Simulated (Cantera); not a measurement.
A closed system holds: 1 mol AlN, 0.18 mol H2O, 190 mol H2, equilibrated at 10.0 Torr.

Method: chemical equilibrium by Gibbs-energy minimisation in Cantera with the NASA 1993 tables (ideal gas, pure condensed phases). Candidate condensed phases: Al, AlN, Al2O3, H2O; 35 gas species. Mutual solubility and eutectic melting of coexisting phases are not modelled. The tables' values for AlOH are old estimates; treat these amounts as uncertain. Condensed phases not in the tables: aluminium oxynitride. The numbers say what is thermodynamically allowed, not how fast it happens.

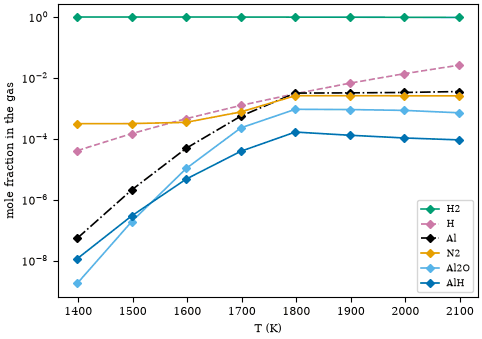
Fig. 1. Equilibrium gas composition (values under 1e-9 drawn at 1e-9)

Q: Read off the mole fractions at 1398 K.

A: H2 about 1.00, N2 about 0.00032, H about 4.1e-5, Al about 5.4e-8, AlH about 1.2e-8.
